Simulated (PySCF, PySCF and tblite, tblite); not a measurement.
# TMS-CClF2 (C₄H₉ClF₂Si): conformers and averaged spectra

Which conformers does TMS-CClF2 (C₄H₉ClF₂Si) (`C[Si](C)(C)C(F)(F)Cl`) populate, and what do their averaged NMR parameters look like?

Programs: PySCF 2.14.0 with density-fitted response routines of our own, and tblite 0.8.0. All values are computed, except where a source is named. Atoms count from 0 throughout.

## 1. The molecule as given

17 atoms, charge 0, multiplicity 1; geometry from: MMFF94s geometry.

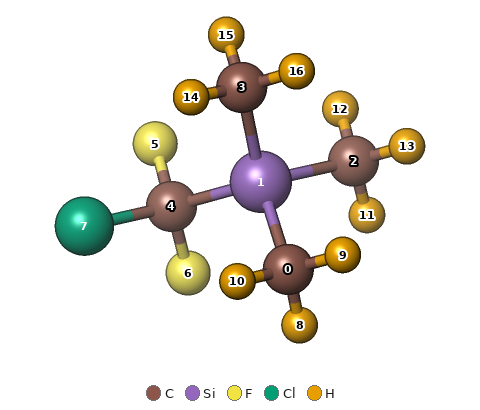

The starting geometry (carbon brown, silicon purple, fluorine yellow, chlorine teal, hydrogen amber), atoms numbered.

## 2. GFN2-xTB relaxation, conformer 1

What the job is given:

```
{"job": {"xc": "GFN2-xTB", "basis": "xTB", "kind": "relax"}, "charge": 0, "multiplicity": 1}
C      0.135400    -1.873900     0.047600
Si    -0.009000     0.010500    -0.023400
C      1.748900     0.706800    -0.163000
C     -0.741400     0.622100     1.599900
C     -1.026600     0.551600    -1.446200
F     -1.068300     1.910100    -1.503500
F     -0.445100     0.144500    -2.615100
Cl    -2.663200    -0.078100    -1.349900
H      0.555000    -2.259800    -0.882600
H      0.768500    -2.183800     0.879000
H     -0.861000    -2.326300     0.192000
H      2.209200     0.358800    -1.087200
H      1.704700     1.805100    -0.174000
H      2.360400     0.393500     0.677500
H     -1.737200     0.194400     1.771200
H     -0.835100     1.705800     1.614700
H     -0.102200     0.330700     2.453200
```

On the command line:

```console
OMP_NUM_THREADS=1 python ens_run.py task.json out
```

One launch serves the whole session.

Log:

```text
step      E/eV     max force
  0    -785.61959    3.316
  1    -785.77249    1.075
  2    -785.81532    0.397
  3    -785.83751    0.294
  4    -785.85166    0.349
  5    -785.86791    0.364
  6    -785.87953    0.364
  7    -785.88852    0.256
  8    -785.89385    0.159
  9    -785.89674    0.131
 10    -785.89807    0.105
 11    -785.89882    0.095
 12    -785.89975    0.081
 13    -785.90141    0.156
 14    -785.90425    0.242
 15    -785.90815    0.284
 16    -785.91188    0.234
 17    -785.91430    0.124
 18    -785.91545    0.082
 19    -785.91617    0.121
 20    -785.91686    0.111
 21    -785.91732    0.058
 22    -785.91760    0.051
 23    -785.91785    0.058
 24    -785.91815    0.060
 25    -785.91846    0.056
 26    -785.91867    0.041
 27    -785.91875    0.016
 28    -785.91875    0.016
 29    -785.91877    0.014
 30    -785.91883    0.010
 31    -785.91884    0.009
 32    -785.91886    0.007
 33    -785.91886    0.008
 34    -785.91887    0.007
 35    -785.91887    0.005
 36    -785.91887    0.003
```

It took 0.25 s on 1 thread of AMD EPYC 9R45, shared host.

The energy fell by 0.299 eV, and the atoms moved 0.11 Å (root mean square).

## 3. Shieldings, conformer 1: B97-2/pcSseg-1 in water

What the job is given:

```
{"job": {"xc": "B97-2", "basis": "pcSseg-1", "solvent": "water", "kind": "nmr", "pop": true}, "charge": 0, "multiplicity": 1}
C      0.115696    -1.936636     0.029799
Si     0.105372    -0.041197     0.124869
C      1.806590     0.747298    -0.186602
C     -0.786177     0.649241     1.651412
C     -0.984825     0.538372    -1.404995
F     -1.067159     1.886532    -1.492096
F     -0.457899     0.142336    -2.587137
Cl    -2.654694    -0.095857    -1.322895
H      0.512557    -2.282253    -0.920812
H      0.727767    -2.363482     0.817951
H     -0.886801    -2.341922     0.133768
H      2.230790     0.408802    -1.128269
H      1.736184     1.830996    -0.230223
H      2.508178     0.493369     0.601902
H     -1.783580     0.229988     1.748668
H     -0.888469     1.729458     1.594325
H     -0.240528     0.416983     2.560423
```

Log:

```text
coarse grid: 15344 points
cycle   1  E = -1106.9334194975  dE =  6.354e-01  |g| = 8.970e-01  |ddm| = 3.582e+00
cycle   2  E = -1106.7610371064  dE =  1.724e-01  |g| = 1.348e+00  |ddm| = 1.320e+00
cycle   3  E = -1107.0918181345  dE = -3.308e-01  |g| = 1.097e-01  |ddm| = 8.047e-01
cycle   4  E = -1107.0943003572  dE = -2.482e-03  |g| = 3.888e-02  |ddm| = 1.039e-01
cycle   5  E = -1107.0946114931  dE = -3.111e-04  |g| = 6.656e-03  |ddm| = 2.877e-02
cycle   6  E = -1107.0946217279  dE = -1.023e-05  |g| = 1.618e-03  |ddm| = 7.967e-03
cycle   7  E = -1107.0946221615  dE = -4.336e-07  |g| = 4.772e-04  |ddm| = 1.589e-03
final grid: 140064 points
cycle   8  E = -1107.1321721437  dE = -6.030e-05  |g| = 1.119e-02  |ddm| = 2.696e-02
cycle   9  E = -1107.1321604056  dE =  1.174e-05  |g| = 1.383e-02  |ddm| = 1.237e-02
cycle  10  E = -1107.1321865701  dE = -2.616e-05  |g| = 1.686e-03  |ddm| = 7.451e-03
cycle  11  E = -1107.1321870433  dE = -4.732e-07  |g| = 2.347e-04  |ddm| = 1.326e-03
cycle  12  E = -1107.1321870551  dE = -1.183e-08  |g| = 7.183e-05  |ddm| = 2.678e-04
cycle  13  E = -1107.1321870562  dE = -1.059e-09  |g| = 2.203e-05  |ddm| = 8.267e-05
cycle  14  E = -1107.1321870563  dE = -1.123e-10  |g| = 2.371e-06  |ddm| = 2.317e-05
converged SCF energy = -1107.1321870563

GIAO shielding tensors (ppm)
atom      isotropic    diamagn.    paramagn.     s11        s22        s33       span
  0 C      190.134     254.835     -64.701    186.133    188.537    195.733      9.600
  1 Si     341.387     880.340    -538.953    323.677    349.008    351.476     27.799
  2 C      190.845     254.675     -63.830    187.674    188.318    196.544      8.870
  3 C      190.140     254.831     -64.691    186.152    188.526    195.743      9.591
  4 C       39.677     252.474    -212.797     28.890     39.217     50.924     22.034
  5 F      252.071     474.919    -222.848    158.682    283.957    313.574    154.892
  6 F      252.098     474.916    -222.818    158.701    283.989    313.604    154.904
  7 Cl     642.516    1147.755    -505.239    364.983    538.282   1024.282    659.299
  8 H       31.434      30.926       0.508     26.919     29.130     38.255     11.336
  9 H       31.489      30.562       0.927     26.918     28.329     39.220     12.302
 10 H       31.333      30.782       0.551     26.469     29.955     37.575     11.105
 11 H       31.443      31.049       0.393     26.752     29.294     38.282     11.530
 12 H       31.444      31.047       0.397     26.758     29.286     38.288     11.530
 13 H       31.499      30.558       0.941     26.935     28.453     39.110     12.175
 14 H       31.333      30.781       0.552     26.472     29.950     37.576     11.104
 15 H       31.436      30.927       0.509     26.918     29.135     38.255     11.337
 16 H       31.489      30.562       0.928     26.917     28.329     39.221     12.304
```

Wall time 22 s (1 thread of AMD EPYC 9R45, shared host); peak memory 1 GiB.

In short: HOMO -8.24 eV, LUMO 0.52 eV; dipole 3.88 D.

## 4. Single-point energy, conformer 1: PBE0/def2-SVP in water

Changed since step 3:

```diff
@@ -1,2 +1,2 @@
-{"job": {"xc": "B97-2", "basis": "pcSseg-1", "solvent": "water", "kind": "nmr", "pop": true}, "charge": 0, "multiplicity": 1}
+{"job": {"xc": "PBE0", "basis": "def2-SVP", "solvent": "water", "kind": "sp"}, "charge": 0, "multiplicity": 1}
 C      0.115696    -1.936636     0.029799
```

Log:

```text
coarse grid: 15344 points
cycle   1  E = -1105.8223923733  dE =  6.064e-01  |g| = 8.571e-01  |ddm| = 4.018e+00
cycle   2  E = -1105.6710957465  dE =  1.513e-01  |g| = 1.252e+00  |ddm| = 1.575e+00
cycle   3  E = -1105.9741083857  dE = -3.030e-01  |g| = 9.518e-02  |ddm| = 9.475e-01
cycle   4  E = -1105.9760012970  dE = -1.893e-03  |g| = 3.433e-02  |ddm| = 1.074e-01
cycle   5  E = -1105.9762757202  dE = -2.744e-04  |g| = 5.019e-03  |ddm| = 3.355e-02
cycle   6  E = -1105.9762818789  dE = -6.159e-06  |g| = 1.242e-03  |ddm| = 7.000e-03
final grid: 140064 points
cycle   7  E = -1106.1051336880  dE = -2.965e-05  |g| = 9.016e-03  |ddm| = 2.469e-02
cycle   8  E = -1106.1051275006  dE =  6.187e-06  |g| = 1.082e-02  |ddm| = 1.684e-02
cycle   9  E = -1106.1051527632  dE = -2.526e-05  |g| = 9.138e-04  |ddm| = 8.829e-03
cycle  10  E = -1106.1051529126  dE = -1.494e-07  |g| = 1.752e-04  |ddm| = 8.165e-04
cycle  11  E = -1106.1051529188  dE = -6.158e-09  |g| = 4.812e-05  |ddm| = 1.948e-04
cycle  12  E = -1106.1051529193  dE = -5.430e-10  |g| = 1.300e-05  |ddm| = 6.207e-05
converged SCF energy = -1106.1051529193
```

Run time: 7 s. Hardware: 1 thread of AMD EPYC 9R45, shared host; peak memory 0.78 GiB.

This run: HOMO -8.27 eV, LUMO 1.07 eV; dipole 3.59 D.

## 5. Boltzmann average: properties at B97-2/pcSseg-1 in water

What the job is given:

```
{"job": {"study": "conf", "smiles": "C[Si](C)(C)C(F)(F)Cl", "search": {"seed": 8002, "n_embed": 60, "ff_keep": 14, "window": 3.0, "nmax": 10, "temps": [250, 273.15, 298.15, 323.15, 373.15], "t_ref": 298.15, "order": 0.002}, "level": {"nmr": {"xc": "B97-2", "basis": "pcSseg-1", "solvent": "water"}, "sp": {"xc": "PBE0", "basis": "def2-SVP", "solvent": "water"}}, "kind": "conf"}, "charge": 0, "multiplicity": 1}
C      0.115696    -1.936636     0.029799
Si     0.105372    -0.041197     0.124869
C      1.806590     0.747298    -0.186602
C     -0.786177     0.649241     1.651412
C     -0.984825     0.538372    -1.404995
F     -1.067159     1.886532    -1.492096
F     -0.457899     0.142336    -2.587137
Cl    -2.654694    -0.095857    -1.322895
H      0.512557    -2.282253    -0.920812
H      0.727767    -2.363482     0.817951
H     -0.886801    -2.341922     0.133768
H      2.230790     0.408802    -1.128269
H      1.736184     1.830996    -0.230223
H      2.508178     0.493369     0.601902
H     -1.783580     0.229988     1.748668
H     -0.888469     1.729458     1.594325
H     -0.240528     0.416983     2.560423
```

Log:

```text
conformer  sym    E(xTB)   E(DFT)   G(298.15 K)  weight  dipole/D
    1     Cs      0.000    0.000    0.000   1.0000    3.588

mean shielding (ppm) by class
class atoms           250 K   273.15 K   298.15 K   323.15 K   373.15 K
  0 C  0,2,3        190.373    190.373    190.373    190.373    190.373
  1 Si 1            341.387    341.387    341.387    341.387    341.387
  2 C  4             39.677     39.677     39.677     39.677     39.677
  3 F  5,6          252.084    252.084    252.084    252.084    252.084
  4 Cl 7            642.516    642.516    642.516    642.516    642.516
  5 H  8,9,10        31.433     31.433     31.433     31.433     31.433
```

Run time: 30 s. Hardware: 1 thread of AMD EPYC 9R45, shared host. This counts the runs that the step sums up.

The search (ETKDG, MMFF94s, GFN2-xTB) embedded 60 structures, kept 1 distinct ones after the force field and 1 after xTB; 1 was carried on (window 3.0 kcal/mol at the search's own energies). Energies: PBE0/def2-SVP in water with D3(BJ).

Conformer by conformer (298 K):

| no. | group | mirror pair | ΔE xTB | ΔE DFT | ΔG | weight (%) | μ (D) | C0–Si1–C4–Cl7 (°) | A, B, C (GHz) |
| --- | --- | --- | --- | --- | --- | --- | --- | --- | --- |
| 1 | Cs | no | 0.00 | 0.00 | 0.00 | 100.0 | 3.59 | 60 | 1.68, 1.09, 1.00 |

Energies in kcal/mol. ΔG holds xTB vibrations and rotation, symmetry numbers and mirror pairs.

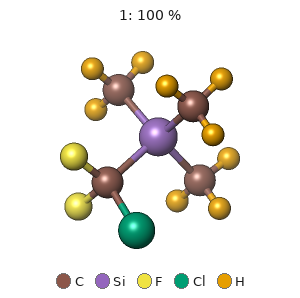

The one conformer.

Shifts against references run at the same level (1H TMS 31.80, 29Si TMS 354.2, 13C TMS 187.1 ppm of shielding), by class of atoms, at 298 K:

| atoms | environment | average |
| --- | --- | --- |
| C4 | fully substituted sp3 carbon bonded to Cl and 2 F and Si | 147.4 |
| C0, C2, C3 | methyl carbon bonded to Si | -3.3 |
| H8, H9, H10 and 6 more | hydrogen on a methyl carbon bonded to Si | 0.36 |
| Si1 | silicon bonded to 4 C | 12.8 |
| F5, F6 | fluorine of a CF2 group | 252.1 (σ) |
| Cl7 | chlorine bonded to C | 643 (σ) |

## 6. Summary of results

```
                                      quantity                                                 value
                                    conformers  1; the first in weight is no. 1 (Cs), 100 % at 298 K
                       root-mean-square dipole                                                3.59 D
 averaged 13C shifts (B97-2/pcSseg-1 in water)                                       147.4, -3.3 ppm
  averaged 1H shifts (B97-2/pcSseg-1 in water)                                              0.36 ppm
averaged 29Si shifts (B97-2/pcSseg-1 in water)                                              12.8 ppm
```

**Reading.** The search found one conformer in the window, so the averages are its own values.
